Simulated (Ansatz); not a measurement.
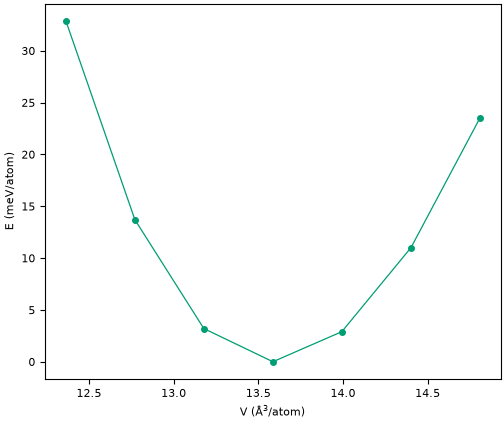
Figure: MgTlF3 (cubic perovskite, Pm-3m) under volume change, r²SCAN (plane waves, PAW; program Ansatz), scaled uniformly.

What does a third-order Birch–Murnaghan fit give for V₀, B₀ and B′?

V₀ = 13.59 Å³/atom, B₀ = 80.3 GPa, B′ = 4.6.

The workflow started from a Materials Project entry (that database holds measured and hypothetical structures alike); the Crystallography Open Database copy checked does not list it. Whether it is the stable phase at ambient conditions was not checked. The cell was relaxed with r²SCAN under the symmetry of its start; whether a distortion lowers the energy is not shown. Spin–orbit coupling is left out wherever it is not named.

Potentials: the later of the program's two PAW sets.
